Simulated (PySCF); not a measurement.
## NMR shielding calculation of CH₉ClSi₄

CH₉ClSi₄, SMILES ClC[SiH]1[SiH2][SiH2][SiH2]1, computed with GIAO PBE0/pcSseg-1 NMR shielding, non-relativistic, gas phase (PySCF 2.14.0).

The geometry comes from this level: PBE0-D3(BJ)/def2-SVP. Figures and captions count atoms from 1; the log counts them from 0 in places.

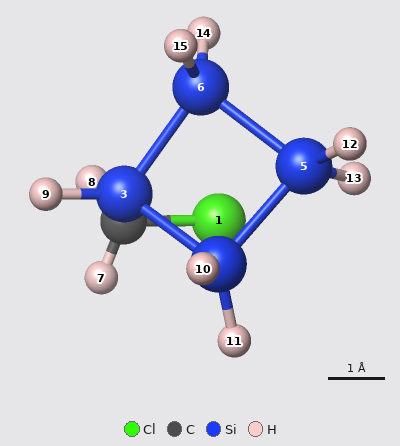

*The structure as given in the input (ball-and-stick view, seen at a tilt; atoms are numbered from 1 in the order of the input).*

Bond lengths as drawn: C–Cl 1.80 Å, C–H 1.10 Å, C–Si 1.90 Å, H–Si 1.49 to 1.50 Å and Si–Si 2.37 Å.

## Input
```
{"job": {"kind": "nmr", "xc": "PBE0", "basis": "pcSseg-1"}, "charge": 0, "multiplicity": 1}
Cl     1.507821    -0.787123     1.740232
C      2.261065    -0.181190     0.225296
Si     0.849092     0.354230    -0.934863
Si    -0.779363    -1.361909    -0.950352
Si    -1.904283    -0.269774     0.823346
Si    -0.658071     1.679806     0.319349
H      2.870243    -0.996134    -0.191234
H      2.926736     0.650922     0.495996
H      1.432080     0.864791    -2.216304
H     -1.612573    -1.275489    -2.193396
H     -0.307164    -2.769972    -0.775511
H     -3.382826    -0.130621     0.629687
H     -1.638746    -0.844080     2.175166
H     -0.095920     2.511404     1.427607
H     -1.460346     2.557559    -0.593325
```

The first line tells a small driver script what to run in PySCF; the rest is the geometry in Å.

## The program's output
```
coarse grid: 14792 points
cycle   1  E = -1660.8888622008  dE =  1.139e-01  |g| = 2.041e-01  |ddm| = 3.637e+00
cycle   2  E = -1660.8946453651  dE = -5.783e-03  |g| = 1.494e-01  |ddm| = 4.925e-01
cycle   3  E = -1660.8999950517  dE = -5.350e-03  |g| = 4.177e-02  |ddm| = 2.751e-01
cycle   4  E = -1660.9004000711  dE = -4.050e-04  |g| = 1.460e-02  |ddm| = 6.679e-02
cycle   5  E = -1660.9004523015  dE = -5.223e-05  |g| = 4.352e-03  |ddm| = 1.793e-02
cycle   6  E = -1660.9004572830  dE = -4.981e-06  |g| = 8.905e-04  |ddm| = 6.925e-03
final grid: 119008 points
cycle   7  E = -1660.9317733930  dE = -1.718e-05  |g| = 5.328e-03  |ddm| = 1.679e-02
cycle   8  E = -1660.9317692881  dE =  4.105e-06  |g| = 6.151e-03  |ddm| = 1.111e-02
cycle   9  E = -1660.9317789227  dE = -9.635e-06  |g| = 9.787e-04  |ddm| = 7.110e-03
cycle  10  E = -1660.9317791326  dE = -2.098e-07  |g| = 1.768e-04  |ddm| = 1.237e-03
cycle  11  E = -1660.9317791418  dE = -9.213e-09  |g| = 2.562e-05  |ddm| = 3.222e-04
cycle  12  E = -1660.9317791420  dE = -2.046e-10  |g| = 7.403e-06  |ddm| = 6.404e-05
```

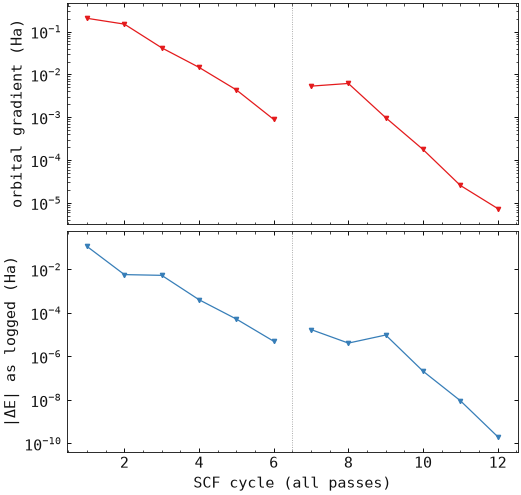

*Convergence of the self-consistent field: orbital gradient and size of the energy change against the SCF cycle. The dotted line marks the change from a coarse to the final integration grid.*

The first 6 cycles use a coarse grid, the final grid takes over at cycle 7, and the field converges after 12 cycles in all.

```
converged SCF energy = -1660.9317791420

GIAO shielding tensors (ppm)
atom      isotropic    diamagn.    paramagn.     s11        s22        s33       span
  0 Cl     885.287    1148.315    -263.028    800.940    818.393   1036.527    235.587
  1 C      151.827     252.967    -101.140    129.149    137.181    189.151     60.002
  2 Si     382.650     880.419    -497.769    342.568    401.966    403.416     60.848
  3 Si     440.849     879.982    -439.133    394.368    454.462    473.718     79.350
  4 Si     437.087     879.067    -441.980    412.650    436.349    462.262     49.612
  5 Si     440.663     879.982    -439.319    394.033    454.397    473.559     79.525
  6 H       28.059      29.478      -1.419     22.629     26.177     35.372     12.742
  7 H       28.059      29.494      -1.435     22.655     26.171     35.353     12.698
  8 H       26.410      29.453      -3.043     23.007     23.862     32.360      9.353
  9 H       27.188      29.124      -1.936     24.246     24.695     32.622      8.376
 10 H       27.061      28.545      -1.484     23.490     24.411     33.281      9.791
 11 H       27.064      28.455      -1.391     23.459     23.988     33.745     10.286
 12 H       27.114      28.847      -1.733     23.519     26.562     31.263      7.744
 13 H       27.064      28.554      -1.491     23.493     24.415     33.284      9.791
 14 H       27.184      29.125      -1.942     24.243     24.694     32.614      8.370
```

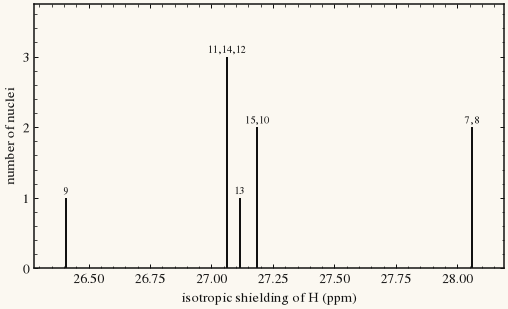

*Isotropic shieldings of the hydrogen nuclei in this fixed geometry, labelled by atom number; shielding grows to the right, so chemical shift grows to the left.*

The least shielded is H9 (26.4 ppm), the most shielded H8 (28.1 ppm).

## Key numbers

```csv
quantity,value
outcome,converged
total energy,−1660.931779 hartree
HOMO,−7.52 eV
LUMO,−1.16 eV
dipole moment,1.63 D
"isotropic shielding, Cl",885.3 ppm
"isotropic shielding, C",151.8 ppm
"isotropic shielding, Si",382.6 to 440.8 ppm
"isotropic shielding, H",26.4 to 28.1 ppm
hardware,"1 CPU thread, shared host"
wall time,23 s
peak memory,0.84 GiB
```
